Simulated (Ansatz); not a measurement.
# CH₄BFO: a ladder of functionals and wavefunction methods

How much do the methods differ for CH₄BFO? The plan is to run it at one geometry with functionals of several rungs and with coupled cluster, and see how far each lands from CCSD(T) at the basis-set limit for the atomisation energy.

Program: Ansatz 0.2.0, Gaussian basis. Level of theory: functionals in def2-TZVPP, the program's frozen cores in correlated methods. These are calculated values, not measurements.

The runs, in order: LDA (SPW92), PBE-D4, revPBE-D4, BLYP-D4, r2SCAN-D4, B97M-V, PBE0-D4, B3LYP-D4, r2SCANh-D4, r2SCAN0-D4, HSE06-D4, BHLYP-D4, CAM-B3LYP-D4, LC-ωPBE, ωB97X-V, ωB97M-V, B2PLYP, PBE-QIDH; CCSD(T)/def2-SVP; CCSD(T)/def2-TZVPP; MP2/def2-QZVPP; extrapolation to the limit; RPA on PBE.

1 further run of the same task is left out (it didn't finish).

## (1) Structure used throughout

All runs share one geometry, relaxed beforehand with PBE0-D4 in a triple-zeta def2 set.

SMILES `OBCF`, 8 atoms, charge 0, spin multiplicity 1.

Atoms are counted from 1 here; the program's logs count them from 0.

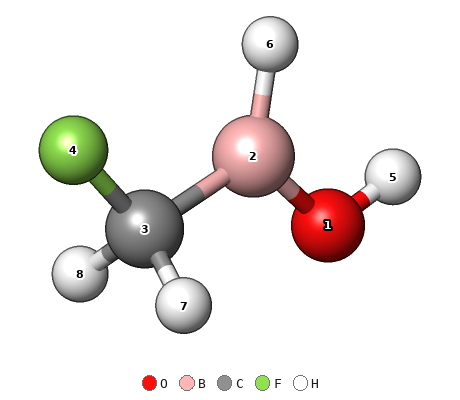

The geometry (oxygen red, boron pink, carbon grey, fluorine green, hydrogen white); atoms are numbered from 1 in the order of the file.

## (2) LDA

This LDA is Slater exchange with PW92 correlation.

File in.yaml:

```yaml
crystal:
  periodic: [false, false, false]
  atoms:
    - {symbol: O, position_ang: [-0.242210, 1.079490, -1.168597]}
    - {symbol: B, position_ang: [0.106698, 0.597613, 0.045448]}
    - {symbol: C, position_ang: [-0.021407, -0.954833, 0.254082]}
    - {symbol: F, position_ang: [0.362024, -1.355093, 1.527500]}
    - {symbol: H, position_ang: [-0.147107, 2.031211, -1.246331]}
    - {symbol: H, position_ang: [0.494300, 1.326984, 0.916608]}
    - {symbol: H, position_ang: [0.595505, -1.497464, -0.474339]}
    - {symbol: H, position_ang: [-1.055704, -1.284907, 0.089731]}
basis:
  gaussian: {orbitals: def2-TZVPP}
hamiltonian: {xc: lda}
output: {orbitals: {seedname: orbitals}}
```

Command:

```bash
$ ansatz run in.yaml --threads 2 --pin off --events-out ev --progress --plain --max-ram 4352MiB
```

Further steps of the session: PBE-D4 (GGA); revPBE-D4 (GGA); BLYP-D4 (GGA); r2SCAN-D4 (meta-GGA); B97M-V (meta-GGA); PBE0-D4 (hybrid); B3LYP-D4 (hybrid); r2SCANh-D4 (hybrid); r2SCAN0-D4 (hybrid); HSE06-D4 (hybrid); BHLYP-D4 (hybrid); CAM-B3LYP-D4 (range-separated); LC-ωPBE (range-separated); ωB97X-V (range-separated); ωB97M-V (range-separated); B2PLYP (double hybrid); PBE-QIDH (double hybrid); CCSD(T) in def2-SVP; CCSD(T) in def2-TZVPP; MP2 in def2-QZVPP; RPA on PBE orbitals.

**Question.** What will the summary of the whole plan be? Wanted: atomisation energy, CCSD(T)/CBS; farthest beyond LDA; mean size of error, GGA; mean size of error, meta-GGA; mean size of error, hybrid; mean size of error, range-separated; mean size of error, double hybrid; gap, smallest and largest; T1 diagnostic.

**Answer**, as computed:

| quantity | value |
| --- | --- |
| atomisation energy, CCSD(T)/CBS | 3108.7 kJ/mol |
| functionals within 15.5 kJ/mol (0.5 %) | revPBE-D4, BLYP-D4, B97M-V, PBE0-D4, B3LYP-D4, r2SCANh-D4, HSE06-D4, LC-ωPBE, ωB97X-V |
| farthest beyond LDA | BHLYP-D4 (-97.7 kJ/mol) |
| mean size of error, GGA | 35.0 kJ/mol |
| mean size of error, meta-GGA | 13.0 kJ/mol |
| mean size of error, hybrid | 28.4 kJ/mol |
| mean size of error, range-separated | 17.4 kJ/mol |
| mean size of error, double hybrid | 16.7 kJ/mol |
| gap, smallest and largest | 5.52 eV (LDA (SPW92)), 13.45 eV (LC-ωPBE) |
| T1 diagnostic | 0.0123 |
| triples share of the correlation energy | 3.2 % |

What this shows: LDA overbinds by 486.0 kJ/mol (16 %). PBE-D4 is off by +79.3 kJ/mol. Double hybrids carry the basis error of their MP2 part in triple zeta, and no dispersion term here, so their miss is partly the set-up's. By mean error the best rung here is meta-GGA (13.0 kJ/mol) and the worst beyond LDA is GGA (35.0 kJ/mol). The gap between the best rungs is small, so their order is not settled. The reference freezes the cores and leaves out relativity and excitations past (T), so misses under about 15.5 kJ/mol can't be ranked. Hartree-Fock recovers 74 % of the binding; the rest is correlation. CCSD(T) in def2-SVP is off by -142.9 kJ/mol, more than most functionals: a good method in a small basis is no reference. The gap grows from 5.5 to 13.4 eV across the functionals, mostly with the share of exact exchange.
